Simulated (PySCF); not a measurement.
**SiO₂⁻: relaxation and vibrations of the doublet**

The task is one start of a wider search on SiO₂⁻: the doublet, from a linear start. It is relaxed, tested by its Hessian and followed downhill if it is a saddle.

Program: PySCF 2.14.0. Level of theory: PBE0, basis Si def2-TZVPD, O def2-TZVPD, no relativity, density fitting. These are calculated values, not measurements.

## Step 1: Where the work starts

3 atoms, charge -1, spin multiplicity 2.

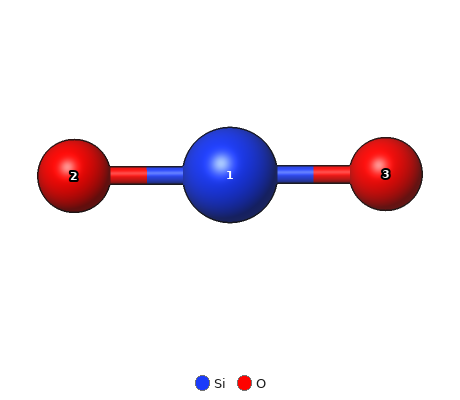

As it starts; silicon blue, oxygen red; atoms are numbered from 1 in the order of the file.

```xyz
3
charge -1 multiplicity 2
Si    0.0000    0.0000    0.0000
O     0.0000    0.0000    1.6400
O     0.0000    0.0000   -1.6400
```

## Step 2: Relaxing the doublet from the linear start

The steps below are one call of a driver around PySCF. For each, scf.py gives the equivalent set-up of the SCF; relaxations use the driver's own optimiser. Before each start the driver seeks the lowest SCF state from one or more starting densities and follows internal instabilities, so scf.py alone need not reach the same state.

The program finds D∞h symmetry in the start, which this walk keeps. The walk stops when the largest gradient is under 0.0003 Eh/bohr and the energy has settled too.

File scf.py:

```python
from pyscf import gto, scf, dft
mol = gto.M(atom='''
Si     0.000000     0.000000     0.000000
O      0.000000     0.000000     1.640000
O      0.000000     0.000000    -1.640000''',
    basis={'Si': 'def2-TZVPD', 'O': 'def2-TZVPD'},
    charge=-1, spin=1)
mf = dft.UKS(mol, xc='PBE0')
mf.grids.atom_grid = (50, 194)
aux = {'Si': 'def2-universal-JKFIT', 'O': 'def2-universal-JKFIT'}
mf = mf.density_fit(auxbasis=aux)
mf.kernel()
```

Further steps of the session: Frequencies; Leaving the saddle point; Frequencies.

What does the calculation give? Wanted: minimum; geometry; wavenumbers; dipole moment; highest occupied, lowest empty level; polar-tensor charge of Si1; zero-point energy; ⟨S²⟩.

As calculated:

| quantity | value |
| --- | --- |
| minimum | doublet, C2v |
| geometry | Si–O 1.551 Å (×2); O–Si–O 138.6° |
| wavenumbers (cm⁻¹) | 340 (a1), 951 (a1), 1228 (b2) |
| dipole moment (centre of mass) | 0.86 D |
| highest occupied, lowest empty level (either spin) | -0.66, 2.47 eV |
| polar-tensor charge of Si1 | +0.55 e |
| zero-point energy | 15.1 kJ/mol |
| entropy at 298.15 K | 255.7 J/(mol K) |
| ⟨S²⟩ | 0.755 |

In words: From D∞h at the start the molecule goes to a C2v minimum, after a stop at a second-order saddle point 46.9 kJ/mol higher, from which it was pushed off along an imaginary mode. The strongest infrared band lies at 1228 cm⁻¹ (b2, stretch). Most of the spin sits on Si1 (Mulliken spin 0.67, against 1 for the whole molecule). Only this shape and spin were tried, so other structures or states may lie lower.
